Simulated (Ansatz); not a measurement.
```xyz
8

N    -0.8269    0.8819    0.8635
Ta    0.1239    0.0782   -0.3809
O     1.8732   -0.2382    0.2889
O    -0.6821   -1.5931   -0.7883
Cl    0.2037    1.4295   -2.2697
H    -1.3744    1.3645    1.5553
H     2.2634    0.0048    1.1284
H    -1.4887   -1.9845   -0.4532
```

Geometry: PBE0-D4/def2-TZVP; core potentials replace the inner electrons of Ta.

Computed with RKS PBE0-D4/def2-TZVPP (Ansatz).

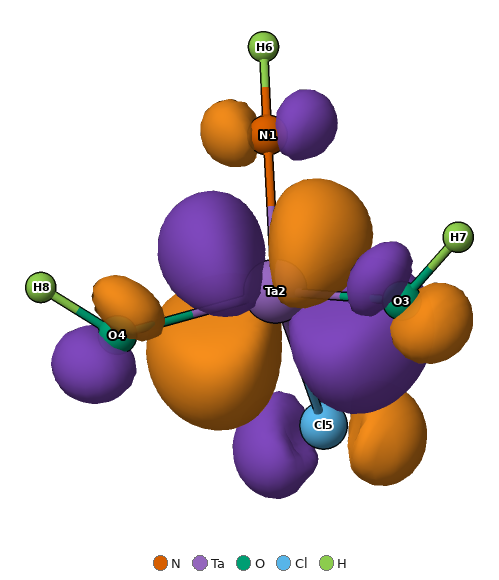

ClH3NO2Ta (SMILES [NH]=[Ta]([OH])([OH])[Cl]). One frontier orbital at ±0.15 Å⁻³ᐟ² (orange and purple are the two phases), seen at a tilt.

### Which orbital is it: HOMO or LUMO?

The LUMO, at −0.67 eV. By Hirshfeld shares it lies mainly on Ta2 (about 65 %), Cl5 (about 15 %), O4 (about 5 %) and O3 (about 5 %).
